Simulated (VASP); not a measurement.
Band structure of KF (rock salt). Calculation: PBEsol GGA, VASP's PBE PAW potentials (set 64) (plane waves; VASP).

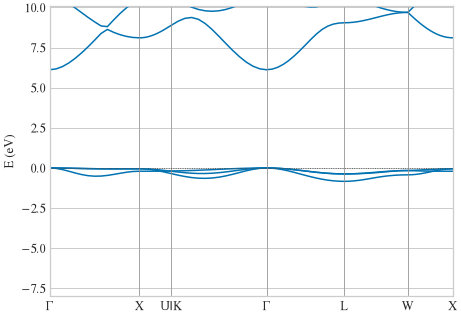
*Bands along high-symmetry lines, zero at the valence-band maximum or, without a gap, the Fermi level*

Problem. Read the plot: is there a gap, and where are the band edges?

Solution. The gap is direct, 6.12 eV, from the valence maximum at Γ to the conduction minimum at Γ. (Edges off the drawn lines would not show.)

Measured: gap 10.90 eV (computed value off by -4.78 eV), as given by David Koller et al., Journal of Physics Condensed Matter (2013), arXiv:1304.4470.

The compound is KF in the rock salt structure. It was relaxed first.
